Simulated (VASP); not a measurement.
# Ba2CoS3: structure and properties in VASP, part 4 of 6

What structure does Ba2CoS3 take at this level, and what are its properties? The start is a computed cell from the Materials Project.

VASP 6.6.1; PBEsol, DFT+U (Co d 3 eV), spin-polarised from a ferromagnetic start; plane waves and PAW (Ba_sv, Co, S).

Still holding for the runs below: The magnetic state follows from one typed start and may not be the lowest.

So far, gap on the k-mesh (eV): step 2 (relaxing cell and atoms (PBEsol + U)) 0.586; step 3 (k-mesh 3×7×3) 0.599. The relaxed cell has a, b, c = 11.955, 4.187, 12.361 Å (conventional setting).

### 4. Single point with fields (PBEsol + U)

The relaxed cell gets a fresh self-consistent run, on a basis set for its own volume, to fix the density and to check the remaining stress.

The input, INCAR:

```
SYSTEM = Ba2CoS3
PREC = Accurate
ENCUT = 400
EDIFF = 1E-06
NELM = 100
ISMEAR = 0
SIGMA = 0.05
LREAL = Auto
ALGO = Fast
GGA = PS
NBANDS = 135
ISPIN = 2
MAGMOM = 0 0 0 0 0 0 0 0 2 2 2 2 0 0 0 0 0 0 0 0 0 0 0 0
LDAU = .TRUE.
LDAUTYPE = 2
LDAUL = -1 2 -1
LDAUU = 0 3 0
LDAUJ = 0 0 0
LDAUPRINT = 1
LASPH = .TRUE.
LMAXMIX = 4
LORBIT = 11
LWAVE = .FALSE.
LCHARG = .TRUE.
NCORE = 2
ISIF = 2
LELF = .TRUE.
LVHAR = .TRUE.
```

The input, POSCAR:

```
Ba2CoS3
1.0
   11.9553907722      0.0000000000      0.0000000000
    0.0000000000      4.1872664869      0.0000000000
    0.0000000000      0.0000000000     12.3608885890
Ba Co S
8 4 12
Direct
    0.0114822882      0.2500000000      0.8264270943
    0.4885177118      0.7500000000      0.3264270943
    0.5114822882      0.2500000000      0.6735729057
    0.9885177118      0.7500000000      0.1735729057
    0.1726261155      0.2500000000      0.4780588378
    0.8273738845      0.7500000000      0.5219411622
    0.6726261155      0.2500000000      0.0219411622
    0.3273738845      0.7500000000      0.9780588378
    0.2448678139      0.7500000000      0.6977865142
    0.7448678139      0.7500000000      0.8022134858
    0.7551321861      0.2500000000      0.3022134858
    0.2551321861      0.2500000000      0.1977865142
    0.7743410930      0.2500000000      0.7138539658
    0.2256589070      0.7500000000      0.2861460342
    0.2743410930      0.2500000000      0.7861460342
    0.7256589070      0.7500000000      0.2138539658
    0.4372014963      0.2500000000      0.1403063618
    0.5627985037      0.7500000000      0.8596936382
    0.9372014963      0.2500000000      0.3596936382
    0.3620383986      0.7500000000      0.5536477587
    0.1379616014      0.2500000000      0.0536477587
    0.8620383986      0.7500000000      0.9463522413
    0.6379616014      0.2500000000      0.4463522413
    0.0627985037      0.7500000000      0.6403063618
```

The input, KPOINTS:

```
Automatic mesh
0
Gamma
3 7 3
0 0 0
```

PAW data sets: Ba_sv, Co and S (PBE family, release 64).

Launch:

```console
> mpirun -np 8 vasp_std
```

Log:

```text
[banner, memory and clock lines left out]
running    8 mpi-ranks, on    1 nodes
 distrk:  each k-point on    8 cores,    1 groups
 distr:  one band on    2 cores,    4 groups

 POSCAR found type information on POSCAR BaCoS
 POSCAR found :  3 types and      24 ions
 [... a notice as in an earlier step ...]

 LDA part: xc-table for (Slater+PW92), standard interpolation
|                                                                             |
|           W    W    AA    RRRRR   N    N  II  N    N   GGGG   !!!           |
|           W    W   A  A   R    R  NN   N  II  NN   N  G    G  !!!           |
|           W    W  A    A  R    R  N N  N  II  N N  N  G       !!!           |
|           W WW W  AAAAAA  RRRRR   N  N N  II  N  N N  G  GGG   !            |
|           WW  WW  A    A  R   R   N   NN  II  N   NN  G    G                |
|           W    W  A    A  R    R  N    N  II  N    N   GGGG   !!!           |
|                                                                             |
|     The number of bands has been changed from the values supplied in        |
|     The orbitals not found in the WAVECAR file will be initialized with     |
|     random numbers, which is usually adequate. For correlated               |
|     calculations, however, you should redo the groundstate calculation.     |
|     I found NBANDS = 135. Now, NBANDS = 136.                                |
|                                                                             |

 POSCAR, INCAR and KPOINTS ok, starting setup
 FFT: planning ... GRIDC
 FFT: planning ... GRID_SOFT
 FFT: planning ... GRID
 WAVECAR not read
 entering main loop
       N       E                     dE             d eps       ncg     rms          rms(c)
DAV:   1     0.141028228644E+04    0.14103E+04   -0.65523E+04  8704   0.103E+03
DAV:   2     0.503668544718E+02   -0.13599E+04   -0.12688E+04  9344   0.263E+02
DAV:   3    -0.126619976625E+03   -0.17699E+03   -0.17185E+03 10712   0.109E+02
DAV:   4    -0.137857287937E+03   -0.11237E+02   -0.11104E+02 12592   0.284E+01
DAV:   5    -0.138511616041E+03   -0.65433E+00   -0.65349E+00 13728   0.584E+00    0.399E+01
RMM:   6    -0.174778613289E+03   -0.36267E+02   -0.34344E+02 11458   0.604E+01    0.997E+01
RMM:   7    -0.132712436919E+03    0.42066E+02   -0.67010E+01  9524   0.284E+01    0.302E+01
RMM:   8    -0.127384542944E+03    0.53279E+01   -0.20364E+01  9599   0.142E+01    0.143E+01
RMM:   9    -0.129370943128E+03   -0.19864E+01   -0.32422E+00 11292   0.327E+00    0.949E+00
RMM:  10    -0.129154314569E+03    0.21663E+00   -0.19587E+00 12163   0.296E+00    0.467E+00
RMM:  11    -0.129179808428E+03   -0.25494E-01   -0.77801E-01 12745   0.175E+00    0.195E+00
RMM:  12    -0.129270792641E+03   -0.90984E-01   -0.23484E-01 13872   0.894E-01    0.121E+00
RMM:  13    -0.129295149797E+03   -0.24357E-01   -0.56814E-02 14252   0.464E-01    0.856E-01
RMM:  14    -0.129308460048E+03   -0.13310E-01   -0.22524E-02 14666   0.300E-01    0.552E-01
RMM:  15    -0.129314021512E+03   -0.55615E-02   -0.12812E-02 14657   0.213E-01    0.276E-01
RMM:  16    -0.129316716309E+03   -0.26948E-02   -0.62033E-03 14988   0.144E-01    0.127E-01
RMM:  17    -0.129318031838E+03   -0.13155E-02   -0.25434E-03 16359   0.838E-02    0.952E-02
RMM:  18    -0.129319386397E+03   -0.13546E-02   -0.14821E-03 15628   0.772E-02    0.785E-02
RMM:  19    -0.129320101221E+03   -0.71482E-03   -0.93632E-04 15715   0.504E-02    0.687E-02
RMM:  20    -0.129321260380E+03   -0.11592E-02   -0.15184E-03 13698   0.981E-02    0.561E-02
RMM:  21    -0.129321848904E+03   -0.58852E-03   -0.14858E-03 14016   0.875E-02    0.403E-02
RMM:  22    -0.129322054081E+03   -0.20518E-03   -0.36711E-04 14489   0.340E-02    0.220E-02
RMM:  23    -0.129322124336E+03   -0.70255E-04   -0.20487E-04 13676   0.319E-02    0.139E-02
RMM:  24    -0.129322151740E+03   -0.27403E-04   -0.16163E-04 13428   0.245E-02    0.896E-03
RMM:  25    -0.129322167532E+03   -0.15792E-04   -0.53851E-05 13402   0.112E-02    0.370E-03
WARNING in EDDRMM: call to ZHEGV failed, returncode =   6  3     23
RMM:  26    -0.129322170696E+03   -0.31644E-05   -0.16684E-05 11040   0.576E-03    0.215E-03
WARNING in EDDRMM: call to ZHEGV failed, returncode =   6  3     15
 num prob  num prob RMM:  27    -0.129322171575E+03   -0.87872E-06   -0.78139E-06  9888   0.375E-03
   1 F= -.12932217E+03 E0= -.12932217E+03  d E =-.833229E-11  mag=    11.9998
```

Wall time 5.9 min (8 MPI ranks of Intel Xeon 6975P-C (Granite Rapids), shared host); peak memory 2.6 GiB; 42 min of CPU time.

Parts of OUTCAR (step 4):

```text
 Found     16 irreducible k-points:

   k-points           NKPTS =     16   k-points in BZ     NKDIM =     16   number of bands    NBANDS=    136

   NELECT =     188.0000    total number of electrons

atom =   9  type =  2  l = 2

 onsite density matrix

spin component  1

  0.9511  0.0013  0.0000 -0.0000  0.0000
  0.0013  0.9570  0.0000 -0.0000 -0.0000
  0.0000  0.0000  0.9483 -0.0056 -0.0020
 -0.0000 -0.0000 -0.0056  0.9544 -0.0007
  0.0000 -0.0000 -0.0020 -0.0007  0.9614

spin component  2

  0.8671 -0.2166 -0.0000 -0.0000 -0.0000
 -0.2166  0.1880  0.0000 -0.0000  0.0000
 -0.0000  0.0000  0.7496  0.2940  0.0660
 -0.0000 -0.0000  0.2940  0.3858  0.0320
 -0.0000  0.0000  0.0660  0.0320  0.2217

 occupancies and eigenvectors

  o =  0.1248  v =  0.0000  0.0000  0.0000  0.0000  0.0000  0.2801  0.9600  0.0000  0.0000  0.0000      0.0000  0.0000  0.0000  0.0000  0.0000  0.0000  0.0000  0.0000  0.0000  0.0000
  o =  0.2123  v =  0.0000  0.0000  0.0000  0.0000  0.0000  0.0000 -0.0000 -0.2749  0.2970  0.9145      0.0000  0.0000  0.0000  0.0000  0.0000  0.0000  0.0000  0.0000  0.0000  0.0000
  o =  0.2237  v =  0.0000  0.0000  0.0000  0.0000  0.0000  0.0000  0.0000 -0.4113  0.8234 -0.3910      0.0000  0.0000  0.0000  0.0000  0.0000  0.0000  0.0000  0.0000  0.0000  0.0000
  o =  0.9211  v =  0.0000  0.0000  0.0000  0.0000  0.0000  0.0000 -0.0000  0.8691  0.4836  0.1042      0.0000  0.0000  0.0000  0.0000  0.0000  0.0000  0.0000  0.0000  0.0000  0.0000
  o =  0.9303  v =  0.0000  0.0000  0.0000  0.0000  0.0000 -0.9600  0.2801  0.0000  0.0000  0.0000      0.0000  0.0000  0.0000  0.0000  0.0000  0.0000  0.0000  0.0000  0.0000  0.0000
  o =  0.9448  v =  0.0000  0.0000 -0.8546 -0.5045 -0.1232  0.0000  0.0000  0.0000  0.0000  0.0000      0.0000  0.0000  0.0000  0.0000  0.0000  0.0000  0.0000  0.0000  0.0000  0.0000
  o =  0.9508  v = -0.9799  0.1994  0.0000 -0.0000  0.0000  0.0000  0.0000  0.0000  0.0000  0.0000      0.0000  0.0000  0.0000  0.0000  0.0000  0.0000  0.0000  0.0000  0.0000  0.0000
  o =  0.9572  v = -0.1994 -0.9799 -0.0000  0.0000 -0.0000  0.0000  0.0000  0.0000  0.0000  0.0000      0.0000  0.0000  0.0000  0.0000  0.0000  0.0000  0.0000  0.0000  0.0000  0.0000
  o =  0.9576  v =  0.0000 -0.0000  0.4943 -0.8629  0.1050  0.0000  0.0000  0.0000  0.0000  0.0000      0.0000  0.0000  0.0000  0.0000  0.0000  0.0000  0.0000  0.0000  0.0000  0.0000
  o =  0.9617  v =  0.0000  0.0000  0.1593 -0.0289 -0.9868  0.0000  0.0000  0.0000  0.0000  0.0000      0.0000  0.0000  0.0000  0.0000  0.0000  0.0000  0.0000  0.0000  0.0000  0.0000

atom =  10  type =  2  l = 2

 onsite density matrix

spin component  1

  0.9511 -0.0013  0.0000 -0.0000  0.0000
 -0.0013  0.9570  0.0000  0.0000 -0.0000
  0.0000  0.0000  0.9483  0.0056 -0.0020
 -0.0000  0.0000  0.0056  0.9544  0.0007
  0.0000 -0.0000 -0.0020  0.0007  0.9614

spin component  2

  0.8671  0.2166 -0.0000  0.0000 -0.0000
  0.2166  0.1880  0.0000 -0.0000  0.0000
 -0.0000  0.0000  0.7496 -0.2940  0.0660
  0.0000 -0.0000 -0.2940  0.3858 -0.0320
 -0.0000  0.0000  0.0660 -0.0320  0.2217

 occupancies and eigenvectors

  o =  0.1248  v =  0.0000  0.0000  0.0000  0.0000  0.0000 -0.2801  0.9600 -0.0000  0.0000 -0.0000      0.0000  0.0000  0.0000  0.0000  0.0000  0.0000  0.0000  0.0000  0.0000  0.0000
  o =  0.2123  v =  0.0000  0.0000  0.0000  0.0000  0.0000  0.0000  0.0000 -0.2749 -0.2970  0.9145      0.0000  0.0000  0.0000  0.0000  0.0000  0.0000  0.0000  0.0000  0.0000  0.0000
  o =  0.2237  v =  0.0000  0.0000  0.0000  0.0000  0.0000  0.0000  0.0000  0.4113  0.8234  0.3910      0.0000  0.0000  0.0000  0.0000  0.0000  0.0000  0.0000  0.0000  0.0000  0.0000
  o =  0.9211  v =  0.0000  0.0000  0.0000  0.0000  0.0000  0.0000  0.0000  0.8691 -0.4836  0.1042      0.0000  0.0000  0.0000  0.0000  0.0000  0.0000  0.0000  0.0000  0.0000  0.0000
  o =  0.9303  v =  0.0000  0.0000  0.0000  0.0000  0.0000 -0.9600 -0.2801  0.0000 -0.0000  0.0000      0.0000  0.0000  0.0000  0.0000  0.0000  0.0000  0.0000  0.0000  0.0000  0.0000
  o =  0.9448  v =  0.0000 -0.0000 -0.8546  0.5045 -0.1232  0.0000  0.0000  0.0000  0.0000  0.0000      0.0000  0.0000  0.0000  0.0000  0.0000  0.0000  0.0000  0.0000  0.0000  0.0000
  o =  0.9508  v = -0.9799 -0.1994  0.0000 -0.0000  0.0000  0.0000  0.0000  0.0000  0.0000  0.0000      0.0000  0.0000  0.0000  0.0000  0.0000  0.0000  0.0000  0.0000  0.0000  0.0000
  o =  0.9572  v =  0.1994 -0.9799  0.0000 -0.0000  0.0000  0.0000  0.0000  0.0000  0.0000  0.0000      0.0000  0.0000  0.0000  0.0000  0.0000  0.0000  0.0000  0.0000  0.0000  0.0000
  o =  0.9576  v =  0.0000 -0.0000 -0.4943 -0.8629 -0.1050  0.0000  0.0000  0.0000  0.0000  0.0000      0.0000  0.0000  0.0000  0.0000  0.0000  0.0000  0.0000  0.0000  0.0000  0.0000
  o =  0.9617  v =  0.0000 -0.0000  0.1593  0.0289 -0.9868  0.0000  0.0000  0.0000  0.0000  0.0000      0.0000  0.0000  0.0000  0.0000  0.0000  0.0000  0.0000  0.0000  0.0000  0.0000

atom =  11  type =  2  l = 2

 onsite density matrix

spin component  1

  0.9511  0.0013  0.0000 -0.0000 -0.0000
  0.0013  0.9570  0.0000 -0.0000  0.0000
  0.0000  0.0000  0.9483 -0.0056 -0.0020
 -0.0000 -0.0000 -0.0056  0.9544 -0.0007
 -0.0000  0.0000 -0.0020 -0.0007  0.9614

spin component  2

  0.8671 -0.2166 -0.0000 -0.0000  0.0000
 -0.2166  0.1880  0.0000  0.0000 -0.0000
 -0.0000  0.0000  0.7496  0.2940  0.0660
[...]
o =  0.2123  v =  0.0000  0.0000  0.0000  0.0000  0.0000  0.0000  0.0000 -0.2749 -0.2970  0.9145      0.0000  0.0000  0.0000  0.0000  0.0000  0.0000  0.0000  0.0000  0.0000  0.0000
  o =  0.2237  v =  0.0000  0.0000  0.0000  0.0000  0.0000  0.0000 -0.0000 -0.4113 -0.8234 -0.3910      0.0000  0.0000  0.0000  0.0000  0.0000  0.0000  0.0000  0.0000  0.0000  0.0000
  o =  0.9211  v =  0.0000  0.0000  0.0000  0.0000  0.0000  0.0000  0.0000  0.8691 -0.4836  0.1042      0.0000  0.0000  0.0000  0.0000  0.0000  0.0000  0.0000  0.0000  0.0000  0.0000
  o =  0.9303  v =  0.0000  0.0000  0.0000  0.0000  0.0000 -0.9600 -0.2801 -0.0000 -0.0000  0.0000      0.0000  0.0000  0.0000  0.0000  0.0000  0.0000  0.0000  0.0000  0.0000  0.0000
  o =  0.9448  v =  0.0000 -0.0000 -0.8546  0.5045 -0.1232  0.0000  0.0000  0.0000  0.0000  0.0000      0.0000  0.0000  0.0000  0.0000  0.0000  0.0000  0.0000  0.0000  0.0000  0.0000
  o =  0.9508  v = -0.9799 -0.1994  0.0000 -0.0000  0.0000  0.0000  0.0000  0.0000  0.0000  0.0000      0.0000  0.0000  0.0000  0.0000  0.0000  0.0000  0.0000  0.0000  0.0000  0.0000
  o =  0.9572  v =  0.1994 -0.9799  0.0000 -0.0000  0.0000  0.0000  0.0000  0.0000  0.0000  0.0000      0.0000  0.0000  0.0000  0.0000  0.0000  0.0000  0.0000  0.0000  0.0000  0.0000
  o =  0.9576  v =  0.0000  0.0000  0.4943  0.8629  0.1050  0.0000  0.0000  0.0000  0.0000  0.0000      0.0000  0.0000  0.0000  0.0000  0.0000  0.0000  0.0000  0.0000  0.0000  0.0000
  o =  0.9617  v =  0.0000  0.0000 -0.1593 -0.0289  0.9868  0.0000  0.0000  0.0000  0.0000  0.0000      0.0000  0.0000  0.0000  0.0000  0.0000  0.0000  0.0000  0.0000  0.0000  0.0000

 E-fermi :   3.3594

 k-point     2 :       0.3333    0.0000    0.0000
  band No.  band energies     occupation
    ...
     96       2.6923      1.00000
     97       2.7124      1.00000
     98       2.8042      1.00000
     99       2.8954      1.00000
    100       3.0593      1.00000
    101       4.8412      0.00000
    102       5.2147      0.00000
    103       5.5486      0.00000
    104       5.6045      0.00000
    105       6.0248      0.00000
    ...

 k-point     3 :       0.0000    0.1429    0.0000
  band No.  band energies     occupation
    ...
     96       2.5934      1.00000
     97       2.6135      1.00000
     98       2.6963      1.00000
     99       2.9623      1.00000
    100       3.0467      1.00000
    101       5.1571      0.00000
    102       5.8902      0.00000
    103       6.0139      0.00000
    104       6.0329      0.00000
    105       6.3389      0.00000
    ...

 k-point     5 :       0.0000    0.2857    0.0000
  band No.  band energies     occupation
    ...
     96       2.4887      1.00000
     97       2.5341      1.00000
     98       2.5753      1.00000
     99       2.7583      1.00000
    100       2.8119      1.00000
    101       5.7851      0.00000
    102       6.1890      0.00000
    103       6.3354      0.00000
    104       6.5874      0.00000
    105       6.6000      0.00000
    ...

 k-point     6 :       0.3333    0.2857    0.0000
  band No.  band energies     occupation
    ...
     96       2.4317      1.00000
     97       2.5262      1.00000
     98       2.5915      1.00000
     99       2.7018      1.00000
    100       2.7665      1.00000
    101       5.8518      0.00000
    102       6.0968      0.00000
    103       6.2342      0.00000
    104       6.3098      0.00000
    105       6.7707      0.00000
    ...

  Total       -0.0941400     -0.0614020     -0.0234647      0.0000000      0.0000000      0.0000000
  in kB       -0.2437478     -0.1589824     -0.0607548      0.0000000      0.0000000      0.0000000
  external PRESSURE =      -0.1544950 kB  Pullay stress =       0.0000000 kB

 POSITION                                       TOTAL-FORCE (eV/Angst)
 -----------------------------------------------------------------------------------
      0.13728      1.04682     10.21537         0.001611     -0.000000      0.000478
      5.84042      3.14045      4.03493        -0.001611     -0.000000      0.000478
      6.11497      1.04682      8.32596         0.001611      0.000000     -0.000478
     11.81812      3.14045      2.14552        -0.001611     -0.000000     -0.000478
      2.06381      1.04682      5.90923         0.001685     -0.000000      0.005062
      9.89158      3.14045      6.45166        -0.001685     -0.000000     -0.005062
      8.04151      1.04682      0.27121         0.001685     -0.000000     -0.005062
      3.91388      3.14045     12.08968        -0.001685     -0.000000      0.005062
      2.92749      3.14045      8.62526         0.006303      0.000000     -0.003283
      8.90519      3.14045      9.91607         0.006303     -0.000000      0.003283
      9.02790      1.04682      3.73563        -0.006303      0.000000      0.003283
      3.05020      1.04682      2.44482        -0.006303     -0.000000     -0.003283
      9.25755      1.04682      8.82387        -0.000643     -0.000000      0.000820
      2.69784      3.14045      3.53702         0.000643      0.000000     -0.000820
      3.27985      1.04682      9.71746        -0.000643      0.000000     -0.000820
      8.67554      3.14045      2.64343         0.000643     -0.000000      0.000820
      5.22691      1.04682      1.73431         0.007783     -0.000000      0.003061
      6.72848      3.14045     10.62658        -0.007783     -0.000000     -0.003061
     11.20461      1.04682      4.44613         0.007783     -0.000000     -0.003061
      4.32831      3.14045      6.84358         0.000272     -0.000000     -0.003863
      1.64938      1.04682      0.66313        -0.000272      0.000000     -0.003863
     10.30601      3.14045     11.69775         0.000272     -0.000000      0.003863
      7.62708      1.04682      5.51731        -0.000272     -0.000000      0.003863
      0.75078      3.14045      7.91476        -0.007783      0.000000      0.003061
 -----------------------------------------------------------------------------------
    total drift:                               -0.000000      0.000000      0.000000

  FREE ENERGIE OF THE ION-ELECTRON SYSTEM (eV)
  ---------------------------------------------------
  free  energy   TOTEN  =      -129.3221715750 eV

  energy  without entropy=     -129.3221715750  energy(sigma->0) =     -129.32217157

[... 17 parts as in an earlier step ...]

[... 2 further parts left out ...]
```

With spin, VASP writes an ELF for each channel.

This step gave:

| Property | Result |
| --- | --- |
| SCF cycles | 27 |
| bands | 136 |
| Fermi energy | 3.359 eV |
| pressure | -0.01545 GPa |

Valence electrons inside each PAW sphere by angular momentum. Sphere charges, by row:

```tsv
atom	s (e)	p (e)	d (e)	tot (e)
Ba1	2.006	5.601	0.314	7.921
Ba2	2.006	5.601	0.314	7.921
Ba3	2.006	5.601	0.314	7.921
Ba4	2.006	5.601	0.314	7.921
Ba5	2.003	5.599	0.299	7.901
Ba6	2.003	5.599	0.299	7.901
Ba7	2.003	5.599	0.299	7.901
Ba8	2.003	5.599	0.299	7.901
Co9	0.387	0.421	7.161	7.969
Co10	0.387	0.421	7.161	7.969
Co11	0.387	0.421	7.161	7.969
Co12	0.387	0.421	7.161	7.969
S13	1.313	2.403	0	3.716
S14	1.313	2.403	0	3.716
S15	1.313	2.403	0	3.716
S16	1.313	2.403	0	3.716
S17	1.317	2.415	0	3.731
S18	1.317	2.415	0	3.731
S19	1.317	2.415	0	3.731
S20	1.318	2.416	0	3.734
S21	1.318	2.416	0	3.734
S22	1.318	2.416	0	3.734
S23	1.318	2.416	0	3.734
S24	1.317	2.415	0	3.731
```

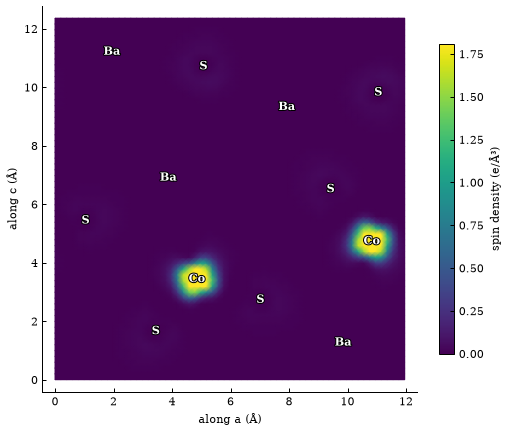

Spin density in the ac plane at fractional y = 0.250, with atoms of Ba and Co and S within 0.2 Å of it. The map starts off the cell's origin, so that atoms lie inside it.

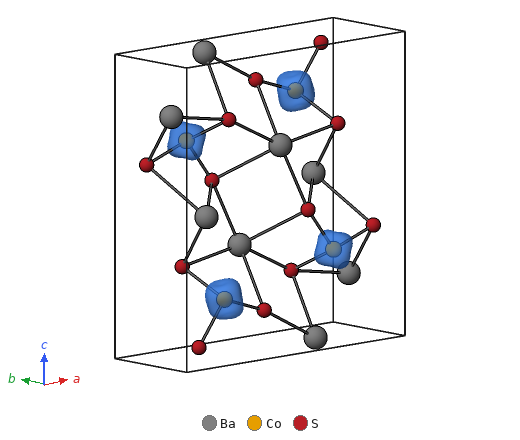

Surface of spin density = 0.23 e/Å³, which holds about 70 % of the integral of its size.

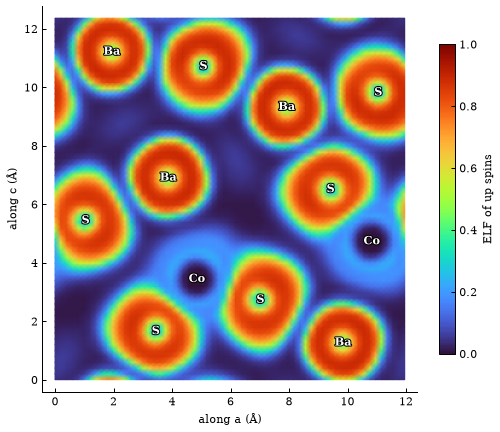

ELF of up spins in the ac plane at fractional y = 0.250, with atoms of Ba and Co and S within 0.2 Å of it. It is the smooth field of the valence electrons, not physical close to the nuclei. The map starts off the cell's origin, so that atoms lie inside it.

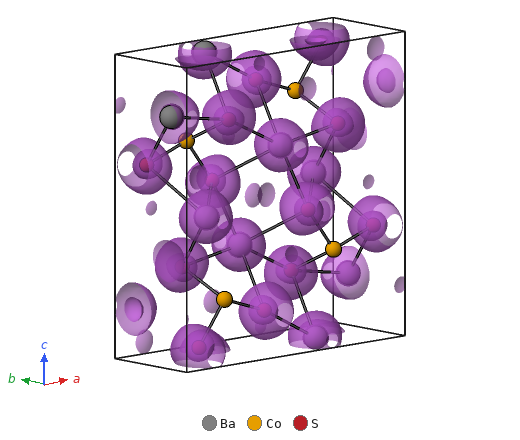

Surface of ELF of up spins = 0.81.

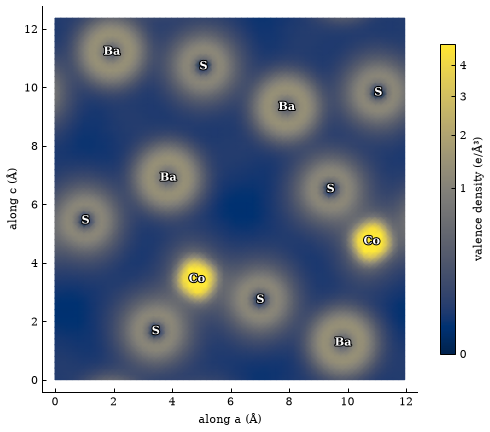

Valence density in the ac plane at fractional y = 0.250, with atoms of Ba and Co and S within 0.2 Å of it. It is the smooth field of the valence electrons, not physical close to the nuclei. The map starts off the cell's origin, so that atoms lie inside it. The colour scale is stretched toward low values.

In this run the pressure is -0.02 GPa, small enough to go on.

(Part 4 of 6 ends here.)

[Lines on the potential files, build, host, timing and source positions are cut from VASP's logs without a mark.]

[Logs are printed without paths, hosts, clocks, repeated set-up lines and the standing remarks that a program may print on its own settings, such as how far it seeks lower states.]

[Hosts, paths, dates, database ids (printed as entryN), source tags and the programs' standing remarks are cut or masked in the printed files.]

[A measured line is paired with the nearest computed mode of its activity, which favours agreement.]

[In band tables of VASP the shares of atoms and orbitals are scaled to a sum of 1 inside the atoms' spheres.]
